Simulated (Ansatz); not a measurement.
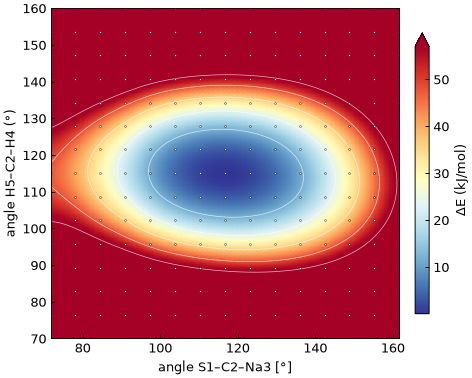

CH₂NaS, SMILES [Na][CH2][S-], charge −1. 
- The first coordinate is: angle S1–C2–Na3; the second: angle H5–C2–H4.
- Nothing is relaxed (all other coordinates rigid).
- The scan uses a 15 × 15 grid.
- Points are written as (first, second).
- Energies: kJ/mol, counted from the lowest grid point.
- Level of theory: RKS PBE0-D4/def2-TZVPD (Ansatz).

Drawn: a smooth colour map with a few white contour lines, dots at the grid points, one colour for all values above the top of the scale. Between grid points the surface is interpolated.

Question: Estimate the position of the minimum and the force constants in these coordinates.

Answer: The interpolated minimum is at angle S1–C2–Na3 ≈ 116.7°, angle H5–C2–H4 ≈ 115.0°. The curvatures there are about 2 eV/rad² and 5.7 eV/rad², with a cross term of about 0.2 eV/rad². Round the minimum the two coordinates are weakly coupled (coupling 0.07 in units of the two stiffnesses). (1 eV is 96.5 kJ/mol.)
